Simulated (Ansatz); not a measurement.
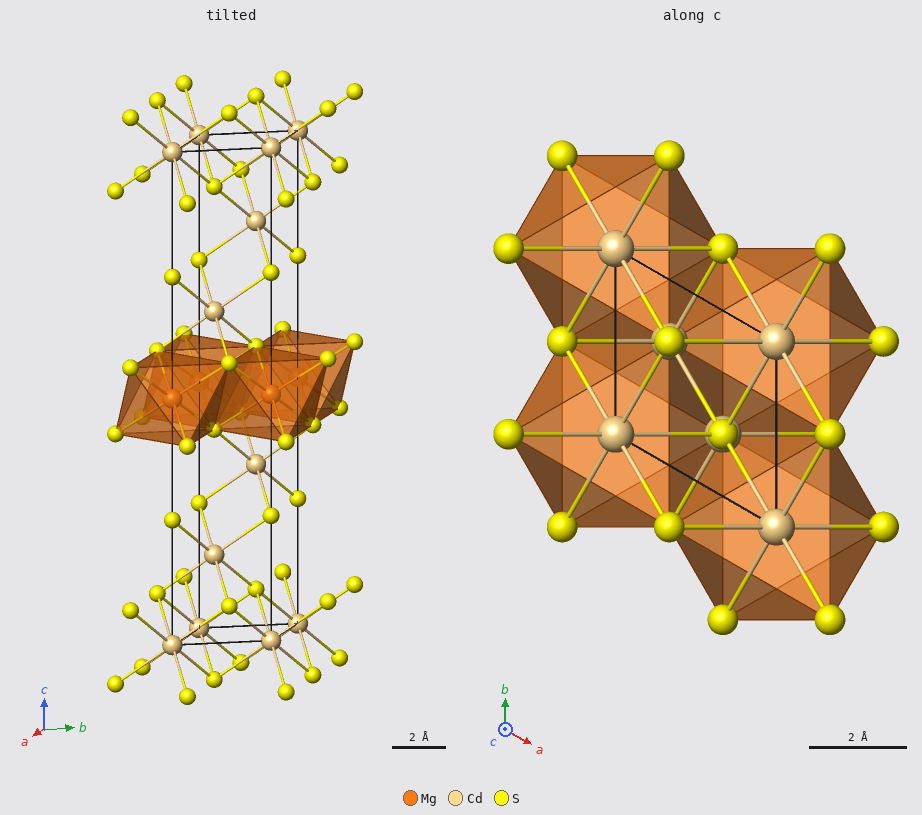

The image is a polyhedral drawing of a crystal, viewed slightly off an axis and along the c axis. Thin lines show the conventional unit cell, with boundary atoms drawn in all their periodic places. Some atoms of the next cells are drawn as well.

MgCd5S6, space group P-3m1 (No. 164), a = 3.856 Å, b = 3.856 Å, c = 18.907 Å, α = 90.00°, β = 90.00°, γ = 120.00°. The cell started as a structure type filled with these elements by a generator (whether the compound takes this form wasn't checked). Earlier steps of the study, as a rule a relaxation of our own, may have changed the cell and positions, so they can lie some per cent off the listed ones. It was run through Ansatz as a DFT input.

This one geometry was computed with Ansatz (DFT, plane waves, PAW) at three levels of theory: r2SCAN, PBE and LDA.

Question: Which level gives the highest pressure at this volume, and what does that say about its equilibrium volume?

Answer: Highest: PBE (0.0 GPa), which points to the largest equilibrium volume. Lowest, with the smallest volume: LDA (-6.2 GPa). Levels within 0.5 GPa of each other can't be told apart.

Question: How does the band gap change with the level of theory?

Answer: LDA: a gap of 0.22 eV, indirect; PBE: a gap of 0.49 eV, indirect; r2SCAN: a gap of 0.99 eV, indirect.

Question: Collect the results in a table.

Answer:
| level | cutoff (eV) | k-mesh of the run's cell | gap (eV) | pressure (GPa) |
| --- | --- | --- | --- | --- |
| r2SCAN | 500 | 12×12×2 | 0.99 | -1.7 |
| PBE | 420 | 12×12×2 | 0.49 | 0.0 |
| LDA | 420 | 12×12×2 | 0.22 | -6.2 |

Gaps are taken on the k-mesh or band path of each run.
